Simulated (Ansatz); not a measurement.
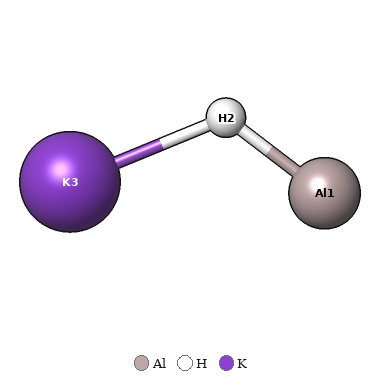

The system is Al + HK, spin multiplicity 2; the picture shows the reference structure. 
- Coordinates scanned: (1) distance Al1–H2; (2) distance H2–K3.
- Nothing is relaxed (the angle Al1–H2–K3 is fixed at 120 degrees).
- The scan uses an 11 × 11 grid.
- Points are written as (first, second).
- Energies are in kJ/mol, from the lowest grid point.
- The calculation used UKS PBE0-D4/def2-SVPD (Ansatz).

Its coordinates:

```xyz
3

Al   -1.8240    0.0000    0.0000
H     0.0000    0.0000    0.0000
K     1.2400    2.1477    0.0000
```

Range: distance Al1–H2 from 1.216 to 3.216 Å; distance H2–K3 from 1.872 to 3.872 Å.

What landscape does the calculation give?

The lowest grid point is at (1.824 Å, 2.480 Å). No other kind of well shows on this grid. The highest grid point, (1.216 Å, 1.872 Å), lies 298 kJ/mol above the lowest. Round the minimum the two coordinates are weakly coupled (coupling 0.12 in units of the two stiffnesses).

```csv
"distance H2–K3 ↓, distance Al1–H2 →",1.216,1.316,1.463,1.634,1.824,2.028,2.246,2.474,2.712,2.960,3.216
3.872,216,125,54,27,34,58,95,135,174,208,236
3.616,211,120,48,21,27,49,85,124,160,193,218
3.368,206,114,42,14,19,39,73,110,145,175,199
3.130,207,113,38,7,10,29,61,96,129,157,179
2.902,207,114,40,7,7,24,51,84,114,140,160
2.684,205,111,36,4,4,24,51,81,108,132,150
2.480,206,111,35,1,0,18,45,74,100,122,139
2.290,214,118,40,5,2,18,43,71,96,117,134
2.119,233,135,54,17,13,27,51,77,101,122,138
1.972,265,164,80,40,34,46,69,94,118,138,154
1.872,298,195,108,66,58,69,91,115,138,158,174
```

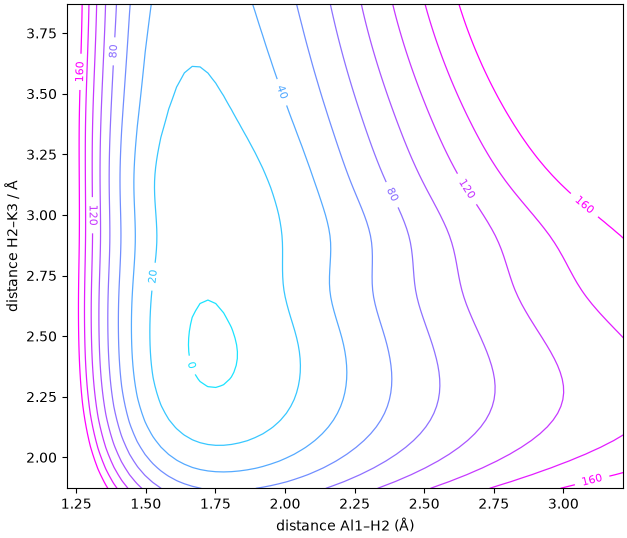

The picture shows contour lines labelled in kJ/mol (none above 160). Between grid points the surface is interpolated.

The whole map (121 points run) took 25 min on 1 thread of Arm Neoverse V2, on a shared host.
